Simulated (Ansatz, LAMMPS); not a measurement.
**Amorphous carbon (208 atoms): a short ab initio trajectory**

Aim: follow amorphous carbon (208 atoms) for a short time with forces from DFT, then look at structure and electrons in the last frame.

Program: Ansatz 0.2.0. Level of theory: Kohn-Sham DFT, PBE, PAW (set soft_2), plane waves. Results are calculated unless marked as measured.

### Step 1. Starting point

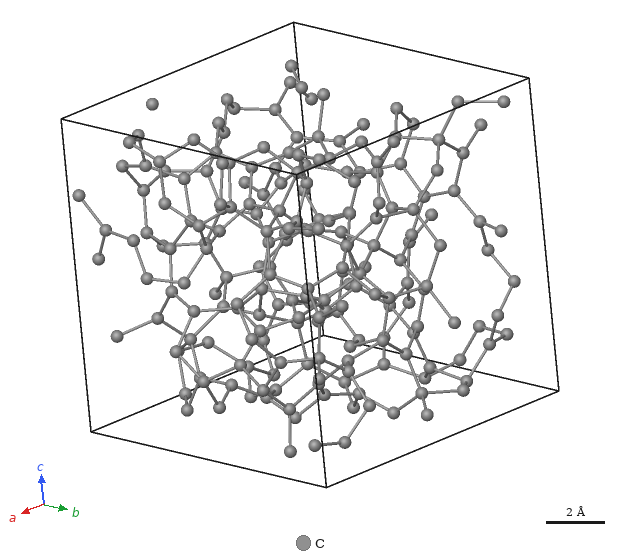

The starting structure, seen slightly off an axis (carbon grey). Bonds to atoms that aren't drawn are left out. Some periodic images of atoms are drawn too.

The cell holds 208 atoms: 208 C. Its edges and angles: a = 11.642 Å, b = 11.642 Å, c = 11.642 Å, α = 90.0°, β = 90.0°, γ = 90.0°. 208 atoms (208 C) placed at random at 2.63 g/cm³, melted at 6000 K for 10 ps at fixed volume with the Erhart-Albe potential (Erhart and Albe, Phys. Rev. B 71, 035211 (2005)). Quenched from 6000 K to 700 K at 200 K/ps and fixed volume, held 5 ps.

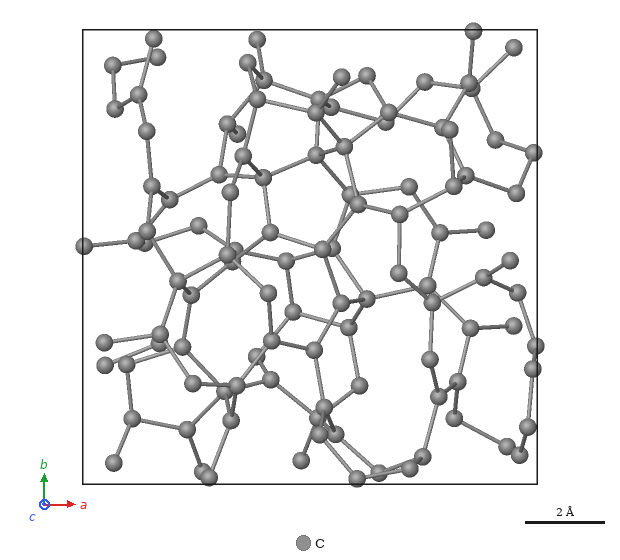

A slice 6 Å thick through the middle of the cell.

Limits known from the start: The quench rate of 200 K/ps far exceeds what a furnace or splat quench reaches, so expect more defects and frozen-in strain than in a real sample. The starting topology of bonds comes from the classical model. Sampling is at Γ alone, for a cell whose shortest periodic width is 12 Å.

### Step 2. Single point at the start

The forces at the start show how far the geometry lies from a minimum of this functional.

Input file input.yaml:

```yaml
crystal:
  lattice:
    - [11.6422, 0.0, 0.0]
    - [0.0, 11.6422, 0.0]
    - [0.0, 0.0, 11.6422]
  atoms:
    - { symbol: C, position: [0.03363, 0.83298, 0.162] }
    - { symbol: C, position: [0.35632, 0.14243, 0.00881] }
    - { symbol: C, position: [0.33911, 0.21688, 0.67737] }
    - { symbol: C, position: [0.93321, 0.08306, 0.2996] }
    [... 198 atom lines left out ...]
    - { symbol: C, position: [0.04969, 0.12415, 0.11388] }
    - { symbol: C, position: [0.30418, 0.02533, 0.82345] }
    - { symbol: C, position: [0.13668, 0.53037, 0.30364] }
    - { symbol: C, position: [0.95393, 0.63967, 0.50828] }
    - { symbol: C, position: [0.47176, 0.55597, 0.87927] }
    - { symbol: C, position: [0.31854, 0.50451, 0.70965] }
kpoints:
  mp_grid: { grid: [1, 1, 1] }
hamiltonian:
  xc: pbe
scf:
  occupations: { method: fermi_dirac, width: 0.025 }
output:
  forces: true
```

On the command line:

```
$ ansatz run input.yaml --threads 4 --pin off --max-ram 8192MiB --backend cpu --events-out ev --progress --plain --runs-dir out
```

The job ended after 28 s (4 threads of Arm Neoverse V2, shared host; peak memory 2.5 GiB).

Numbers from this run:

```yaml
free_energy: -51978.1063 eV
free_energy_per_atom: -249.8947 eV/atom
scf_cycles: 11
r_m_s_force_component: 1.571 eV/Å
longest_force: 7.087 eV/Å
fermi_energy: 9.046 eV
```

The r.m.s. force component of 1.6 eV/Å sets the starting point.

Neighbours are counted within 1.85 Å (C-C).

Length of the force by element and coordination:

```csv
element,coordination,atoms,mean length of the force (eV/Å),spread,least,most
C,all,208,2.46,1.16,0.217,7.09
C,2,3,3.02,0.103,2.94,3.16
C,3,174,2.54,1.18,0.437,7.09
C,4,31,1.97,0.952,0.217,3.82
```

### Step 3. Dynamics started at 300 K

A Nosé–Hoover thermostat steers the temperature while disturbing the dynamics little. The time step is 1.0 fs.

input.yaml: that of step 2 with these lines changed.

```diff
@@ -15 +15,8 @@
   forces: true
+md:
+  timestep: 1.0
+  n_steps: 110
+  ensemble: nvt_nose_hoover
+  temperature: 300
+  initial_velocities: maxwell_boltzmann
+  seed: 2856
```

Elapsed: 35 min, on 4 threads; peak memory 2.8 GiB.

The program notes that it switched symmetry off.

The trajectory, sampled:

```csv
time (fs),T (K),potential (meV/atom),conserved (meV/atom)
0.0,300,0.0,0.00
7.0,726,-55.3,-0.43
15.0,874,-76.1,-0.33
22.0,835,-74.8,-0.31
29.0,776,-71.4,-0.32
37.0,814,-80.9,-0.32
44.0,827,-86.5,-0.39
51.0,775,-83.4,-0.37
59.0,752,-84.8,-0.34
66.0,734,-86.7,-0.38
73.0,791,-98.4,-0.49
81.0,708,-92.7,-0.36
88.0,816,-111.5,-0.50
95.0,769,-110.5,-0.48
103.0,744,-112.8,-0.49
110.0,708,-113.1,-0.49
```

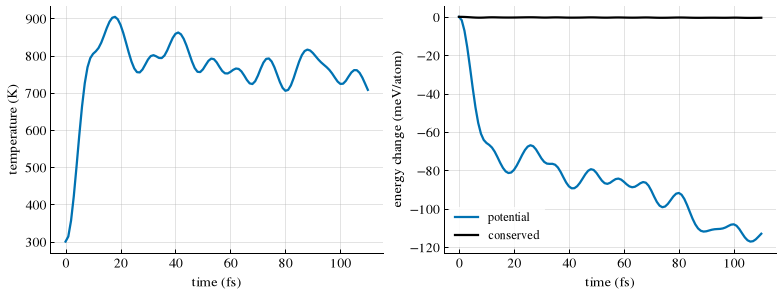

Temperature and energies against time.

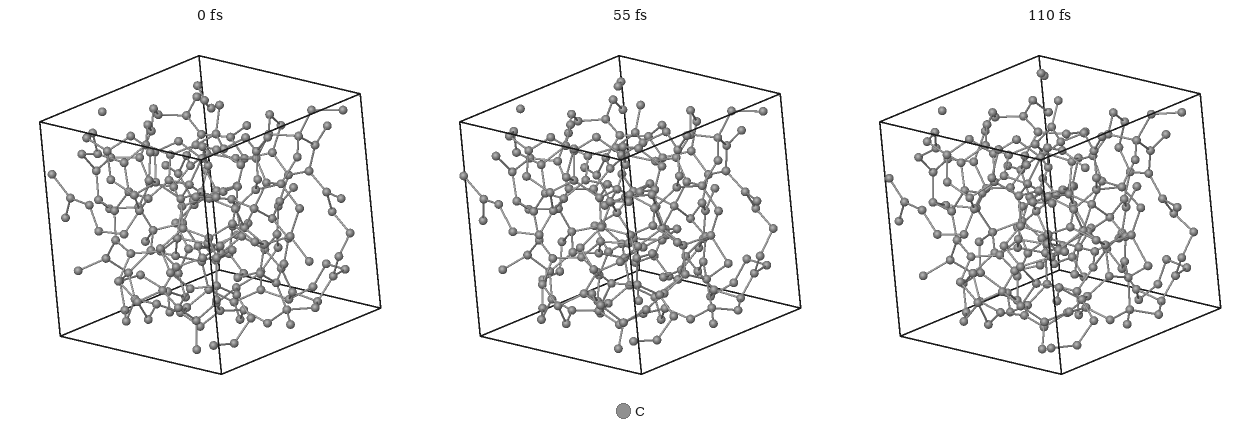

3 frames of the run. Bonds to atoms that aren't drawn are left out.

Mean square displacement from the first frame to the last: C 0.14 Å².

Table of mean square displacement by time lag:

```
time lag (fs)  mean square displacement (Å²)
          1.0                         1.6e-4
          5.0                        0.00383
         10.0                         0.0135
         14.0                         0.0229
         16.0                         0.0275
         21.0                         0.0381
         25.0                         0.0458
         30.0                         0.0548
         34.0                         0.0614
         39.0                         0.0683
         41.0                         0.0706
         46.0                         0.0754
         50.0                         0.0787
         55.0                         0.0830
```

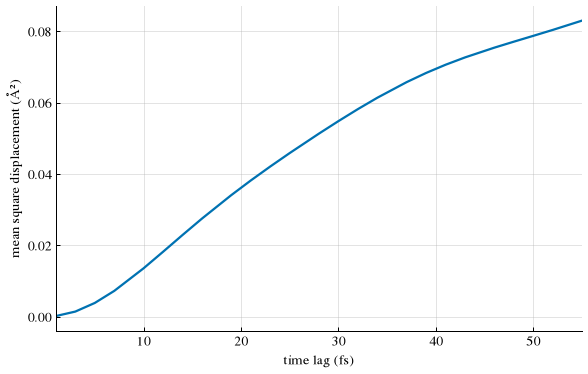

Mean square displacement against time lag.

Over the second half of 110 fs the temperature averages 757 K with swings of 28 K r.m.s. The conserved energy stays within 0.55 meV/atom. The atoms reach a mean square displacement of 0.14 Å² at the end; the farthest move is 1.46 Å. The mean temperature of 757 K lies well off the 300 K of the input, so the thermostat hasn't yet brought the run to equilibrium. The count of bonds goes from 326 in the first frame to 335 in the last, by one set of cutoffs: 5 pairs passed out of them and 14 came within. The run spans 0.11 ps, too short for its means to be equilibrium values.

### Step 4. Distances and neighbours late in the run

The g(r) is a mean over the second half; what follows it is taken at the last frame.

Bonds before and after, by the cutoffs listed below:

```csv
pair,bonds before,bonds after,mean before (Å),mean after (Å),spread before (Å),spread after (Å)
C-C,326,335,1.503,1.502,0.059,0.089
```

Density 2.63 g/cm³, 7.587 Å³ an atom.

Mean of 15 frames. Pair distribution function in bins of 0.2 Å:

```
r (Å)  total
 1.20   0.03
 1.40   2.45
 1.60   1.76
 1.80   0.11
 2.00   0.05
 2.20   0.21
 2.40   1.34
 2.60   1.77
 2.80   1.05
 3.00   0.96
 3.20   0.95
 3.40   0.98
 3.60   1.03
 3.80   1.15
 4.00   0.96
 4.20   0.91
 4.40   0.95
 4.60   0.99
 4.80   1.04
 5.00   1.01
 5.20   0.98
 5.40   0.98
 5.60   0.99
```

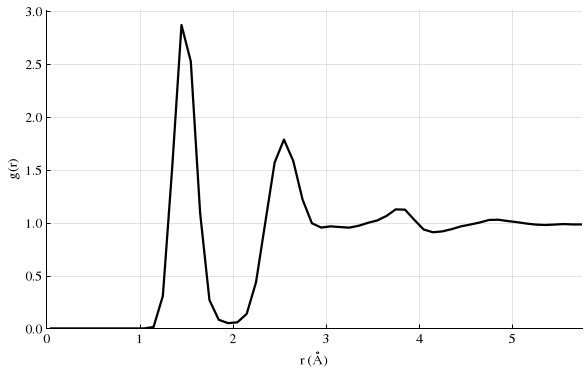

Pair distribution functions, lightly smoothed.

Bonds by pair of elements; cutoffs follow the first minimum of g(r), held within bounds set by covalent radii, and pairs that aren't listed don't count as bonded:

```
pair A-B  cutoff (Å)  bonds  mean length (Å)  spread (Å)  shortest (Å)  B about A  A about B
     C-C        1.85    335             1.50       0.089          1.31       3.22       3.22
```

How many atoms have how many bonded neighbours:

| element | mean | 2 | 3 | 4 |
| --- | --- | --- | --- | --- |
| C | 3.22 | 1 | 160 | 47 |

Bond angles, per cent of each kind in bins of 5°:

```
angle (°)  C-C-C
    55–60    0.4
    60–65    0.3
    65–70    0.1
    70–75    0.0
    75–80    0.1
    80–85    0.4
    85–90    1.1
    90–95    2.5
   95–100    4.2
  100–105    6.6
  105–110   13.5
  110–115   19.7
  115–120   16.6
  120–125   14.7
  125–130   10.4
  130–135    6.0
  135–140    2.5
  140–145    0.7
  145–150    0.1
  150–155    0.1
  155–160    0.1
```

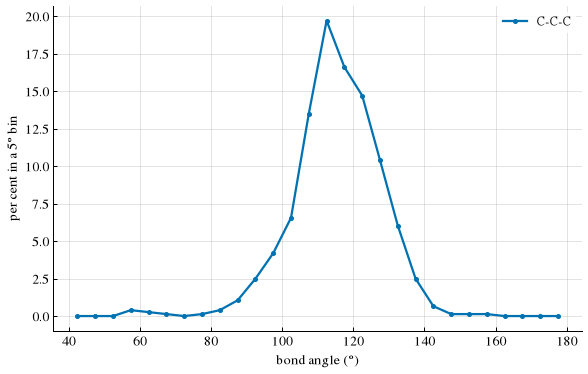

Distributions of the most common bond angles.

Bond angles (no mean is given where the spread exceeds 20°):

| angle | count | mean (°) | spread (°) |
| --- | --- | --- | --- |
| C-C-C | 763 | 115 | 12.2 |

Bond length by coordination (bonds to H left out):

```csv
element,coordination,atoms,mean bond length (Å)
C,2,1,1.36
C,3,160,1.48
C,4,47,1.56
```

Rings of the network by King's shortest-path rule, up to 12 atoms, one path for each pair of neighbours; H, halogens, alkali and alkaline-earth atoms are left out, and the last column divides by all other atoms, bonded or not:

```csv
ring size (atoms),rings,per network atom
3,2,0.01
4,2,0.01
5,18,0.087
6,25,0.12
7,37,0.178
8,37,0.178
9,48,0.231
10,25,0.12
11,10,0.048
12,1,0.005
```

By these cutoffs 77 % of C atoms have 3 bonded neighbours. The C-C-C angle averages 115° with a spread of 12°. Read as hybridisation, 23 % of the carbon is sp3 and 77 % sp2. Bonds at C atoms with 3 neighbours average 1.48 Å, against 1.56 Å at those with 4. Rings of 9 atoms are the most common (23 % of those counted); sizes run from 3 to 12, where the search stops.

### Step 5. Single point at the last frame

The last frame is solved again with fuller output, to read the electronic structure of a thermally displaced geometry.

Input file input.yaml:

```yaml
crystal:
  lattice:
    - [11.6422, 0.0, 0.0]
    - [0.0, 11.6422, 0.0]
    - [0.0, 0.0, 11.6422]
  atoms:
    - { symbol: C, position: [0.01458, 0.82487, 0.16247] }
    - { symbol: C, position: [0.38758, 0.12091, 0.99984] }
    - { symbol: C, position: [0.34541, 0.21238, 0.67713] }
    - { symbol: C, position: [0.88465, 0.0611, 0.2569] }
    [... 198 atom lines left out ...]
    - { symbol: C, position: [0.02018, 0.10954, 0.08649] }
    - { symbol: C, position: [0.31844, 0.01916, 0.81518] }
    - { symbol: C, position: [0.13001, 0.55566, 0.31323] }
    - { symbol: C, position: [0.94057, 0.65068, 0.51832] }
    - { symbol: C, position: [0.48765, 0.54926, 0.91583] }
    - { symbol: C, position: [0.34187, 0.5034, 0.70149] }
kpoints:
  mp_grid: { grid: [1, 1, 1] }
hamiltonian:
  xc: pbe
scf:
  occupations: { method: fermi_dirac, width: 0.025 }
output:
  forces: true
  stress: true
  populations: true
  dos:
    method: { smearing: { sigma: 0.08 } }
    de: 0.1
    projected: { site_lists: { C: [C] } }
  eigenvalues: true
  write_density: true
  write_potential: true
  volumetric_format: npy
```

Wall time 60 s (4 threads); peak memory 2.6 GiB.

Numbers from this run:

```
free energy                             : -52001.6246 eV
free energy per atom                    : -250.0078 eV/atom
SCF cycles                              : 15
pressure                                : -4.326 GPa
r.m.s. force component                  : 1.381 eV/Å
longest force                           : 6.834 eV/Å
Fermi energy                            : 9.071 eV
levels partly filled by over 2 per cent : 4
spilling of the projection              : 0.007091
```

Neighbours are counted within 1.85 Å (C-C), the cutoffs taken from the dynamics.

Length of the force by element and coordination:

| element | coordination | atoms | mean length of the force (eV/Å) | spread | least | most |
| --- | --- | --- | --- | --- | --- | --- |
| C | all | 208 | 2.15 | 1.05 | 0.253 | 6.83 |
| C | 2 | 1 | 5.11 | 0 | 5.11 | 5.11 |
| C | 3 | 160 | 2.14 | 1.04 | 0.253 | 6.83 |
| C | 4 | 47 | 2.12 | 0.996 | 0.457 | 5.20 |

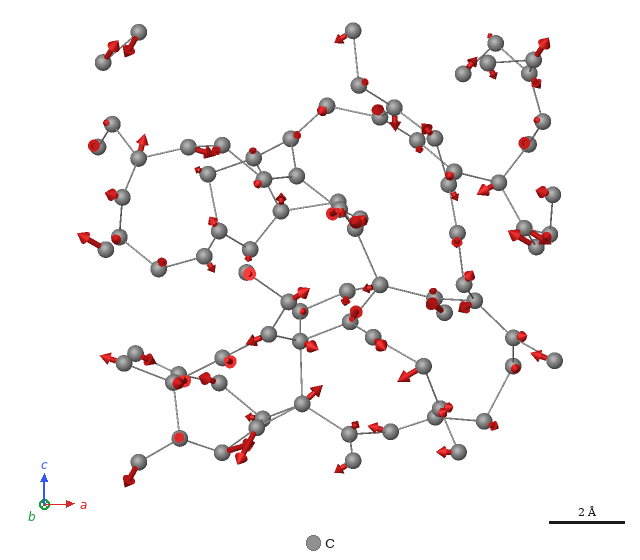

Forces as arrows; the longest in the cell is 6.83 eV/Å. Drawn is a slice 4 Å thick, seen along the normal of the ac plane. Bonds to atoms that aren't drawn are left out.

The mean of these charges, 0.028 e, is only the charge that the projection spills.

Löwdin charges by element and coordination (they lack the spilled electrons, 0.028 e an atom on average):

```
element  coordination  atoms  mean charge (e)  spread    least     most
      C           all    208           0.0284  0.0262  -0.0862    0.106
      C             2      1          -0.0438       0  -0.0438  -0.0438
      C             3    160           0.0242  0.0269  -0.0862    0.106
      C             4     47           0.0441  0.0121   0.0187   0.0676
```

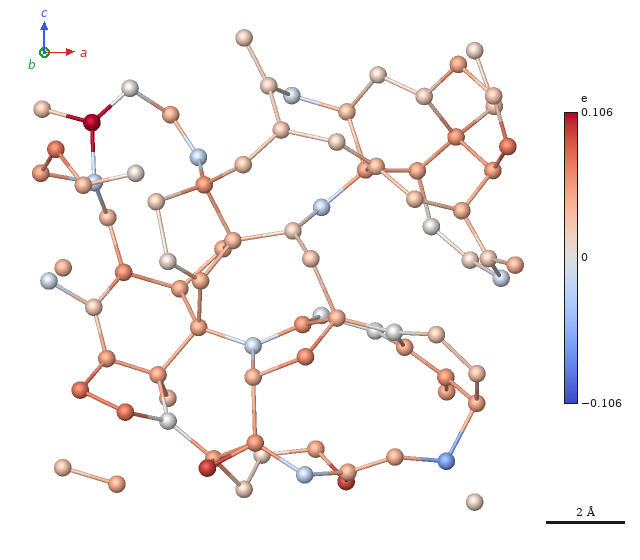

Atoms coloured by Löwdin charge. Drawn is a slice 4 Å thick, seen along the normal of the ac plane. Bonds to atoms that aren't drawn are left out.

Density of states as counts of states in windows of 1 eV (from the Fermi level), total and the larger projections:

```
from (eV)  to (eV)  total   C p   C s
      -14      -13   34.2  18.0  15.9
      -13      -12   33.9  20.4  13.3
      -12      -11   37.8  25.2  12.3
      -11      -10   37.4  28.0   9.2
      -10       -9   45.1  37.1   7.6
       -9       -8   57.9  50.7   6.8
       -8       -7   62.0  56.1   5.5
       -7       -6   64.6  59.7   4.6
       -6       -5   62.7  58.8   3.7
       -5       -4   57.6  54.3   3.1
       -4       -3   47.7  45.2   2.3
       -3       -2   41.5  39.3   2.0
       -2       -1   39.4  37.1   2.0
       -1        0   35.1  32.6   2.0
        0        1   33.0  30.3   2.2
        1        2   35.6  32.2   2.5
        2        3   33.3  29.6   2.7
        3        4   34.6  29.6   3.5
        4        5   30.8  25.0   4.1
```

The curve was stored every 0.100 eV, coarse against its broadening of 0.08 eV, so these counts are rough.

Between -21 and -14 eV lie 176 more states.

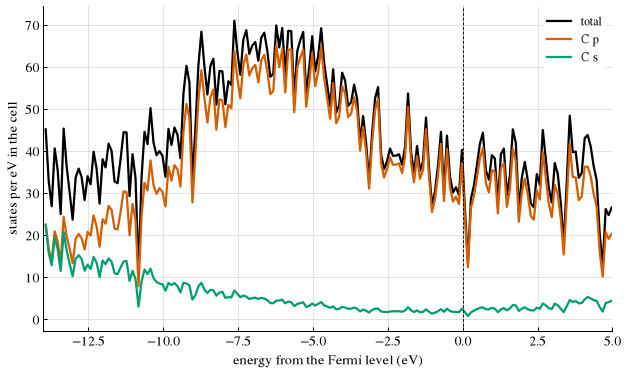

Total and projected density of states, with the broadening of the input.

The levels nearest the highest filled one (over half full), pooled over k-points and spins:

| level less the highest filled one (eV) | occupation |
| --- | --- |
| -0.301 | 2 |
| -0.272 | 2 |
| -0.182 | 2.00 |
| -0.142 | 2.00 |
| -0.0447 | 1.86 |
| 0 | 1.37 |
| 0.048 | 0.482 |
| 0.0631 | 0.296 |
| 0.276 | 0 |
| 0.281 | 0 |
| 0.405 | 0 |
| 0.424 | 0 |

Löwdin charges run from -0.09 to +0.11 e, about a mean that is the spilled charge alone. Within 0.4 eV of the Fermi level the largest share is C p (94 % of the projected weight).

### Step 6. Results

* mean temperature, second half: 756.9 K
* temperature swing, second half: 28.21 K
* slope of the conserved energy against time, by least squares: -2.377 meV/atom/ps
* free energy per atom: -250.0078 eV/atom
* pressure: -4.326 GPa
* r.m.s. force component: 1.381 eV/Å
* wall time of the 3 DFT runs: 36 min

What this shows: Over the second half of 110 fs the temperature averages 757 K with swings of 28 K r.m.s. The conserved energy stays within 0.55 meV/atom. The mean temperature of 757 K lies well off the 300 K of the input, so the thermostat hasn't yet brought the run to equilibrium. The count of bonds goes from 326 in the first frame to 335 in the last, by one set of cutoffs: 5 pairs passed out of them and 14 came within. The run spans 0.11 ps, too short for its means to be equilibrium values. By these cutoffs 77 % of C atoms have 3 bonded neighbours. Read as hybridisation, 23 % of the carbon is sp3 and 77 % sp2.

Counting bands leaves a spacing of only 0.048 eV (at Γ alone), which the smearing bridges: 4 levels are partly filled by over 2 %, so a gap, if any, is small at this level.

Caveats: The network of bonds at the start is that of the classical potential that made the cell; in DFT 5 of its 326 bonded pairs passed out of the cutoffs and 14 came within them. The stress is far from hydrostatic: its diagonal is -0.8, -6.6, -5.6 GPa, compression counted positive. The pressure of -4.3 GPa is that of one thermal frame at a volume set beforehand, without the kinetic term.

[Logs are printed without paths, hosts, clocks, repeated set-up lines and the standing remarks that a program may print on its own settings, such as how far it seeks lower states.]

[Hosts, paths, dates, database ids (printed as entryN), source tags and the programs' standing remarks are cut or masked in the printed files.]
